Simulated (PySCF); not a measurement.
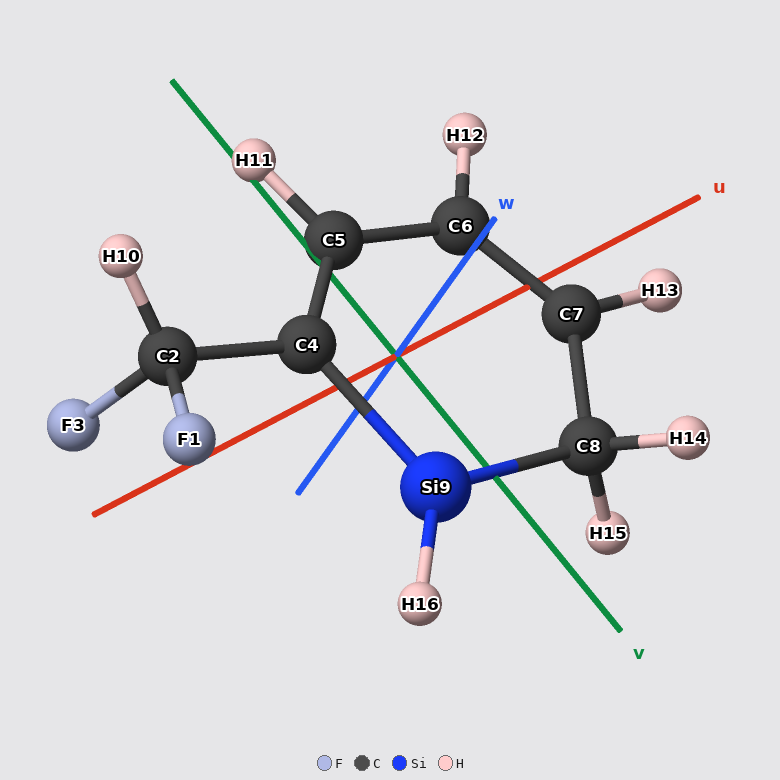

The lines u, v and w are the principal axes of the static dipole polarisability. State: charge +1, singlet. Computed geometry: GFN2-xTB optimisation. No frequency run is at hand to confirm it as a minimum. Method: PBE0/def2-SVPD (PySCF 2.14.0).

Along which axis is the molecule most polarisable, and along which least?

Most along u (close to the long direction F1···C7), least along w.

Give the three principal values.

u 114.0, v 101.7, w 58.5 bohr³; mean 91.4, anisotropy 50.4 bohr³.

The geometry is semi-empirical. Around Si such bond lengths and angles can be off by a tenth of an ångström or more and by several degrees, and values that hang on the shape move with them.
